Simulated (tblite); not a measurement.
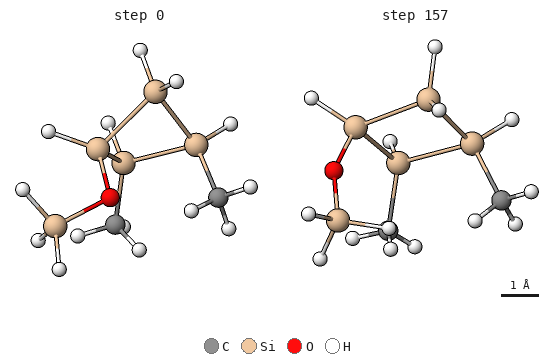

The structure of C$_{2}$H$_{14}$OSi$_{5}$ before (left) and after (right) a relaxation, at one scale.

A ball-and-stick model, seen from a free direction.

Method: GFN2-xTB geometry optimisation, gas phase in tblite 0.8.0. 

Question: What changed between the two?

Answer: The energy falls by 2.022 eV in 157 geometry steps. An H atom moves most after the best rigid fit: 1.92 Å. By element the largest moves are H 1.92 Å, O 1.76 Å, Si 0.95 Å, C 0.28 Å. Near-neighbour distances that change, for instance: Si–Si 2.748 → 3.168 Å, Si–Si 3.022 → 3.365 Å, Si–Si 2.997 → 3.328 Å, Si–Si 2.243 → 2.386 Å. Bond angles that change, for instance: Si–O–Si 105.3° → 153.3°, H–Si–H 117.2° → 102.4°, O–Si–H 112.9° → 98.1°. Groups turn about O–Si by about 155°, O–Si by about 150°, Si–Si by about 30°. Cost: 4.4 s on 1 thread of Intel(R) Xeon(R) Processor, with other jobs on the host.
